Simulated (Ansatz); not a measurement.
## AlP: carrier doping

Start from AlP in the zinc blende structure (space group F-43m, No. 216; a = 5.507 Å).

Carriers are added at fixed cell with a uniform background; the Fermi–Dirac width is that of 300 K.

The values are results of Ansatz (a first-principles code) PBE, scalar-relativistic without spin-orbit coupling, earlier PAW set, not measurements.

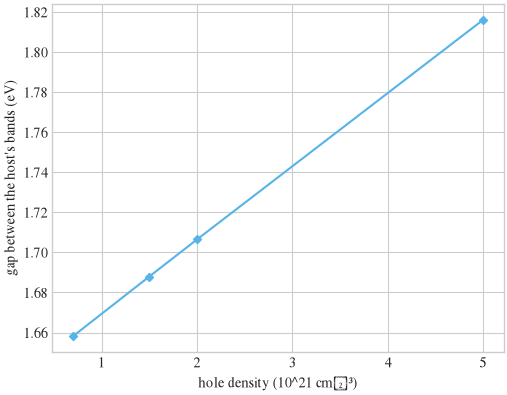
Figure: Gap between the host's bands against hole density

### Question
From the plot, what is the gap between the host's bands for holes 5.0×10^21 cm⁻³?

### Answer
About 1.82 eV.

### Question
Is the trend monotonic over the range shown?

### Answer
Yes, it rises throughout, spanning 1.66 eV to 1.82 eV.

Carriers are added with a uniform compensating background; total energy and stress of such cells depend on the potential's zero and are not compared; many-body gap narrowing is missing at this level. No phonon test of stability was made.
